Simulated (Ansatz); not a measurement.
Hypothetical zinc blende CsBr: pressure series

Start from CsBr in the zinc blende structure (space group F-43m, No. 216; a hypothetical phase, not in the database extracts checked).

```
CsBr
1.0
    0.00000     4.09650     4.09650
    4.09650     0.00000     4.09650
    4.09650     4.09650     0.00000
Br Cs
1 1
Cartesian
  6.14475   6.14475   6.14475
  0.00000   0.00000   0.00000
```

Cell and atoms are relaxed at each pressure.

Calculations: plane-wave PAW DFT at the PBE level (Ansatz, a first-principles code, 420 eV), no spin-orbit coupling.

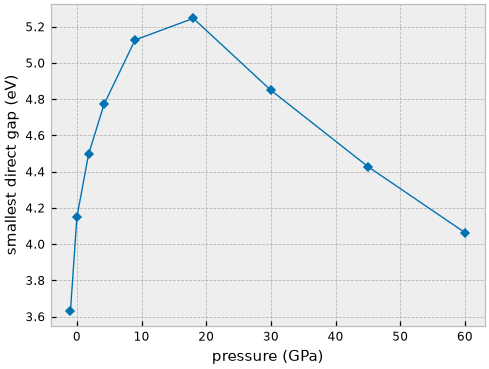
*Smallest direct gap against pressure*

Problem. From the plot, what is the smallest direct gap for pressure 30 GPa?

Solution. About 4.8 eV.

Problem. Is the trend monotonic over the range shown?

Solution. No, it turns within the range, spanning 3.63 eV to 5.25 eV.

Load acts through the strain it causes; cell and atoms are relaxed under it. Stability against distortions was not tested. No other phases were tried under pressure.
